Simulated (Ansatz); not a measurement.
**Abstraction of F: InHF2 + SiH3(SiH2) → InHF + SiH2(SiH3)F**

Species: InHF2 `[F][InH][F]`, singlet; SiH3(SiH2), doublet; InHF `[F][InH]`, doublet; SiH2(SiH3)F, singlet. A radical takes F: the energy is the difference in strength between the In–F bond broken and the Si–F bond made.

Shapes, held fixed at every level: PBE0-D4/def2-TZVP. Programs: Ansatz 0.2.0. The zero-point and thermal change to 298 K, harmonic and unscaled (PBE0-D4/def2-TZVP), is +2.1 kJ/mol.

| level | kind | ΔH(298 K) (kJ/mol) | less CCSD(T)/def2-TZVPP |
| --- | --- | --- | --- |
| HF/def2-SVP | Hartree–Fock | -134.9 | +3.7 |
| PBE-D4/def2-TZVPP | GGA | -134.1 | +4.5 |
| B3LYP-D4/def2-TZVPP | global hybrid | -149.9 | -11.3 |
| PBE0-D4/def2-TZVPP | global hybrid | -137.5 | +1.1 |
| wB97X-V/def2-TZVPP | range-separated hybrid | -137.4 | +1.2 |
| MP2/def2-TZVPP | perturbation theory | -140.0 | -1.4 |
| CCSD/def2-TZVPP | coupled cluster or CI | -141.6 | -3.0 |
| CCSD(T)/def2-TZVPP | coupled cluster or CI | -138.6 | 0.0 |

The highest level, CCSD(T)/def2-TZVPP, gives ΔH(298 K) = -138.6 kJ/mol; the levels span -149.9 to -134.1. The column of differences is taken from that level and isn't an error. No measured value is set beside it here. Open shells run unrestricted unless RO is named. For atoms past krypton def2 sets carry core potentials with scalar relativity. Correlated rows may include outer-core shells of In, which these sets cover unevenly.

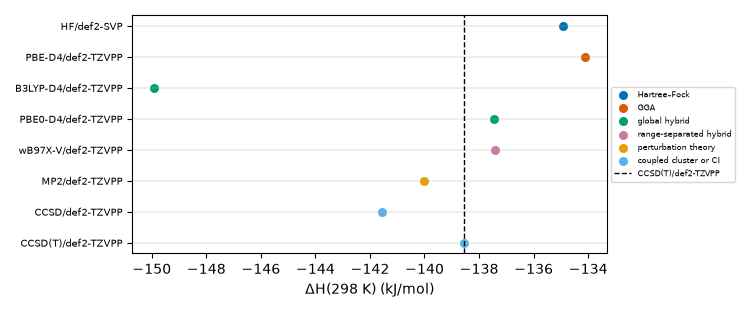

The values of the table, level by level.
